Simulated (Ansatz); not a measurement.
# Calculations on Ge2H5OBrF2

**1. Relaxation**

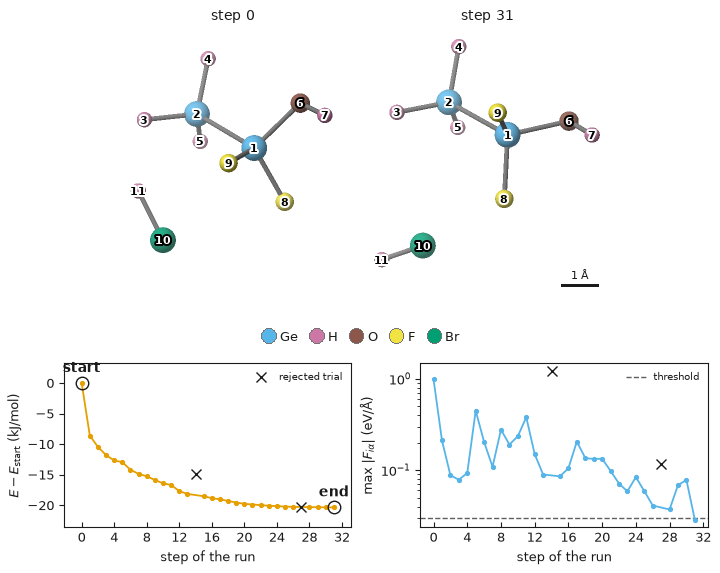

First and last geometry of a relaxation of Ge2H5OBrF2, with the history of the run. A ball-and-stick model, seen at a tilt.

The run prepares an end point of a later path (reaction) calculation, from a guessed geometry.

All numbers below come from RKS PBE/def2-SVP in Ansatz 0.2.0.

Input
```yaml
crystal:
  periodic: [false, false, false]
  atoms:
    - { symbol: Ge, position_ang: [0.238093, -0.160327, 0.231892] }
    - { symbol: Ge, position_ang: [0.149014, -0.005803, 2.634024] }
    - { symbol: H, position_ang: [-0.989481, -0.935436, 3.142344] }
    - { symbol: H, position_ang: [1.496786, -0.499847, 3.218194] }
    - { symbol: H, position_ang: [-0.143419, 1.449072, 3.067679] }
    - { symbol: O, position_ang: [1.923833, -0.512346, -0.221253] }
    - { symbol: H, position_ang: [2.016515, -0.57491, -1.193522] }
    - { symbol: F, position_ang: [-0.237152, 1.264803, -0.673555] }
    - { symbol: F, position_ang: [-0.760246, -1.433001, -0.448474] }
    - { symbol: Br, position_ang: [-3.153325, 0.643819, 1.142986] }
    - { symbol: H, position_ang: [-2.572818, -0.188125, 2.256385] }
basis:
  gaussian: { orbitals: def2-SVP }
hamiltonian:
  xc: pbe
relax:
  f_tol: 0.03
  max_steps: 50
```

Command:
```bash
ansatz run input.yaml --threads 4 --pin off --max-ram 5120MiB --backend cpu --events-out ev --progress --plain --runs-dir out
```

Did the run converge, and what did it change?

Answer. It converged. The largest move after the best rigid fit is that of H11, 2.17 Å. Largest moves by element: H 2.17 Å, F 1.47 Å, O 0.81 Å, Ge 0.43 Å, Br 0.43 Å. Near-neighbour distances that change, for instance: Br10–H11 1.506 → 1.440 Å, Ge1–Ge2 2.409 → 2.431 Å, Ge2–H3 1.555 → 1.543 Å, Ge1–F8 1.754 → 1.766 Å. Among the angles between lasting bonds that change: Ge2–Ge1–O6 107.5° → 111.8°, H3–Ge2–H5 109.4° → 111.7°, Ge1–Ge2–H4 108.9° → 106.7°. Groups turn about Ge1–Ge2 by about 45°. Over 29 accepted moves (31 points after the start) the energy falls by 20.3 kJ/mol. The largest force component goes from 0.98 to 0.029 eV/Å. The line search rejected the trial steps at points 14, 27 of the run. Cost: 77 s on 4 threads of Arm Neoverse V2 (shared host), peak memory 0.26 GiB.

**2. Relaxation**

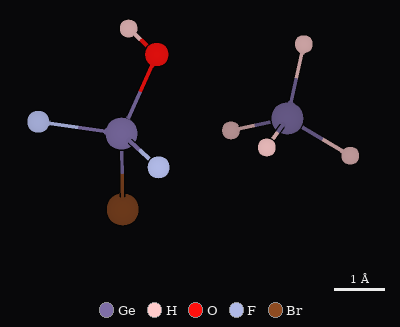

Starting structure of Ge₂H₅OBrF₂. Style: ball-and-stick. Shown at a tilt.

The run prepares an end point of a later path (reaction) calculation, from a guessed geometry.

All numbers below come from RKS PBE/def2-SVP in Ansatz 0.2.0.

Input
```yaml
crystal:
  periodic: [false, false, false]
  atoms:
    - { symbol: Ge, position_ang: [-0.404713, 0.094815, -0.479085] }
    - { symbol: Ge, position_ang: [-0.098059, 0.047328, 3.117949] }
    - { symbol: H, position_ang: [-0.722233, 0.485942, 4.471944] }
    - { symbol: H, position_ang: [1.322019, -0.506107, 3.37639] }
    - { symbol: H, position_ang: [-0.027685, 1.291175, 2.194825] }
    - { symbol: O, position_ang: [0.980954, -0.696354, 0.288185] }
    - { symbol: H, position_ang: [1.034658, -1.628959, -0.000791] }
    - { symbol: F, position_ang: [-0.171566, 1.803723, -0.340224] }
    - { symbol: F, position_ang: [-0.353911, -0.302909, -2.174205] }
    - { symbol: Br, position_ang: [-2.574289, -0.526823, 0.238904] }
    - { symbol: H, position_ang: [-1.017375, -1.013931, 2.462808] }
basis:
  gaussian: { orbitals: def2-SVP }
hamiltonian:
  xc: pbe
relax:
  f_tol: 0.03
  max_steps: 50
```

Command:
```bash
ansatz run input.yaml --threads 4 --pin off --max-ram 5120MiB --backend cpu --events-out ev --progress --plain --runs-dir out
```

> Where does the relaxation end?

The energy falls by 23.0 kJ/mol in 35 accepted moves (42 points after the start). Largest force component: 0.85 eV/Å at the start, 0.016 eV/Å at the end. The line search rejected the trial steps at points 4, 11, 15, 18, 25, 27, 36 of the run. The forces were under the threshold at step 10, but the run went on from there. The largest move after the best rigid fit is that of H7, 1.40 Å. Largest moves by element: H 1.40 Å, Br 1.35 Å, O 0.74 Å, F 0.72 Å, Ge 0.47 Å. Some distances before and after: Ge1–Br10 2.368 → 2.288 Å, Ge1–F8 1.730 → 1.743 Å, Ge2–H11 1.549 → 1.561 Å, Ge1–F9 1.742 → 1.731 Å. Bond angles that change, for instance: F9–Ge1–Br10 105.2° → 110.8°, H4–Ge2–H11 111.7° → 108.2°, H3–Ge2–H5 108.1° → 111.2°. Groups turn about Ge1–O6 by about 125°.

Final geometry:

```xyz
11

Ge   -0.5458   -0.0410   -0.9035
Ge    0.2228    0.1358    3.3860
H    -0.3687    0.2892    4.8061
H     1.7388   -0.1534    3.4533
H    -0.0588    1.3863    2.5261
O     0.4434   -1.1416    0.0561
H     0.0253   -1.3239    0.9259
F    -0.4694    1.5740   -0.2527
F     0.2085    0.0362   -2.4598
Br   -2.7496   -0.6253   -1.0984
H    -0.4787   -1.0885    2.7177
```

After the run, drawn alike:

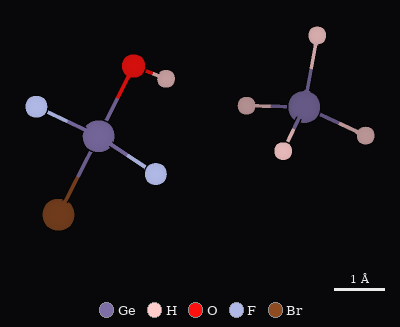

Limits of the set-up: the start holds two separate molecules, 2.6 Å apart at their closest, whose relative position is a soft coordinate and is computed without a dispersion correction.

**3. Path**

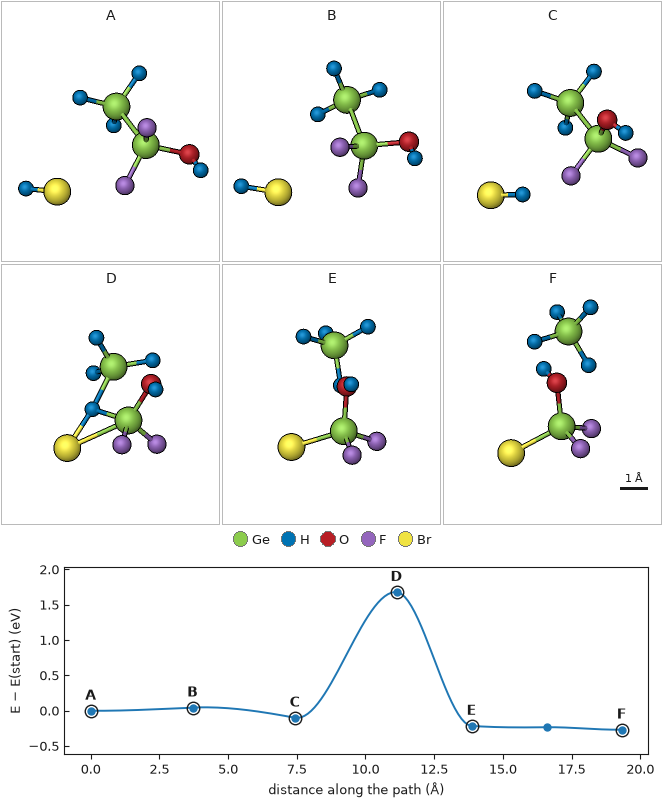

A nudged-elastic-band calculation for Ge₂H₅OBrF₂, made up at the start of Ge2H4OF2 and HBr. Images are numbered from 0 (start) to 6 (end). Frames A to F are images 0, 1, 2, 3, 4, 6. Style: ball-and-stick. Shown at a tilt.

These are results of Ansatz, RKS PBE/def2-SVP, not measurements. Settings: 5 movable images; climbing image; force threshold 0.05 eV/Å; iteration limit 60; starting path through a guess of the saddle point.

What happens along the path, and what is the barrier?

Relative to the start the highest point is image 3 at +1.68 eV and the end lies at −0.27 eV, but the profile dips to −0.10 eV at image 2 on the way, so the process runs in steps. The path has more than one stage, and so few images may leave a stage unresolved. Breaking: Br–H (1.44 → 4.46 Å), Ge–Ge (2.43 → 4.36 Å). Forming: Br–Ge (4.01 → 2.29 Å), Ge–H (4.70 → 1.56 Å). The band converged in 56 iterations. The largest component of the band force went from 61 to 0.05 eV/Å. The climbing image converged on the top of the path. Its vibrational analysis gives one imaginary mode (815i cm⁻¹), as a transition state must have.

Limits of the set-up: the start holds two separate molecules, 3.0 Å apart at their closest, whose relative position is a soft coordinate and is computed without a dispersion correction.
